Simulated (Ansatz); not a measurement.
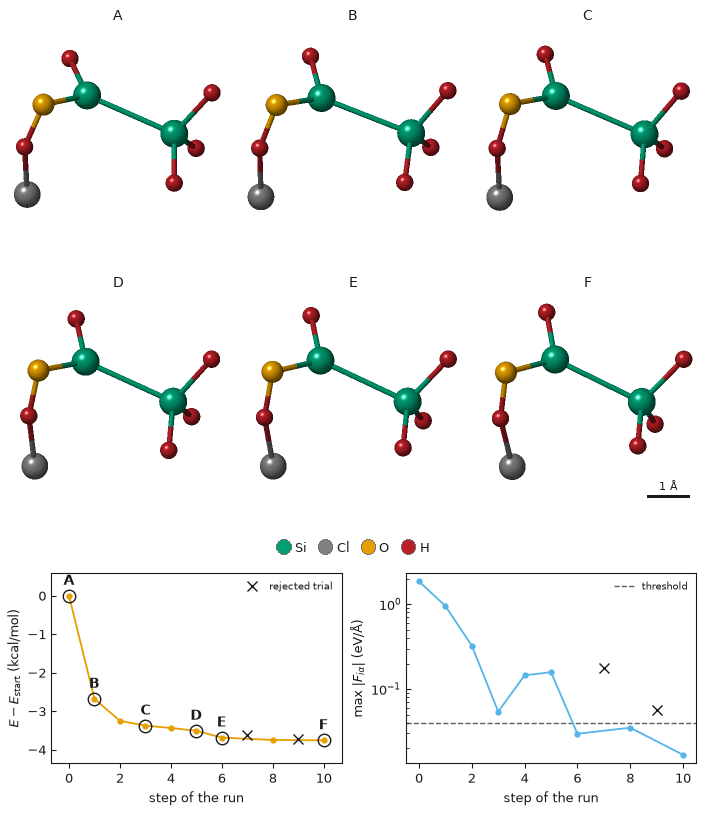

Frames of a constrained relaxation of Si2H5OCl, marked on the history of the run. A ball-and-stick model, seen at a tilt.

The reaction that was planned forms Cl2–H4 and breaks Si1–Cl2, O3–H4 (atoms numbered from 1 in input order).

The calculation used Ansatz, RKS PBE0-D4/def2-SVP. Settings: held fixed: the distance between atoms 2 (Cl) and 4 (H), the distance between atoms 1 (Si) and 2 (Cl), the distance between atoms 3 (O) and 4 (H), counting from 1; force threshold 0.04 eV/Å; at most 150 steps.

> Describe the path.

The energy falls by 3.75 kcal/mol in 8 accepted moves (10 points after the start). The largest force component goes from 1.9 to 0.017 eV/Å. The line search rejected the trial steps at points 7, 9 of the run. The forces were under the threshold at step 6, but the run went on from there. The largest move after the best rigid fit is that of an H atom, 0.40 Å. By element the largest moves are H 0.40 Å, Cl 0.38 Å, O 0.19 Å, Si 0.09 Å. Some distances before and after: O–Si 1.558 → 1.599 Å, H–Si 1.463 → 1.493 Å, Si–Si 2.312 → 2.338 Å. Among the angles between lasting bonds that change: Cl–H–O 145.6° → 151.0°, Si–O–H 99.0° → 93.6°, Si–Si–H 112.0° → 107.5°. Groups turn about O–Si by about 20°, Si–Si by about 20°. From step 0 to 1: an H atom moves most (0.15 Å), energy −2.68 kcal/mol. From step 1 to 3: the Cl atom moves most (0.09 Å), energy −0.70 kcal/mol. From step 3 to 5: the Cl atom moves most (0.13 Å), energy −0.13 kcal/mol. From step 5 to 6: an H atom moves most (0.13 Å), energy −0.18 kcal/mol. From step 6 to 10: H atoms move most (0.11 Å), energy −0.07 kcal/mol.

| step | E − E(0), kcal/mol | largest force component, eV/Å | note |
| --- | --- | --- | --- |
| 0 | 0.00 | 1.8575 |  |
| 1 | -2.68 | 0.9530 |  |
| 2 | -3.25 | 0.3249 |  |
| 3 | -3.37 | 0.0543 |  |
| 4 | -3.43 | 0.1453 |  |
| 5 | -3.51 | 0.1582 |  |
| 6 | -3.68 | 0.0298 |  |
| 7 | -3.61 | 0.1791 | rejected |
| 8 | -3.74 | 0.0351 |  |
| 9 | -3.72 | 0.0571 | rejected |
| 10 | -3.75 | 0.0168 |  |
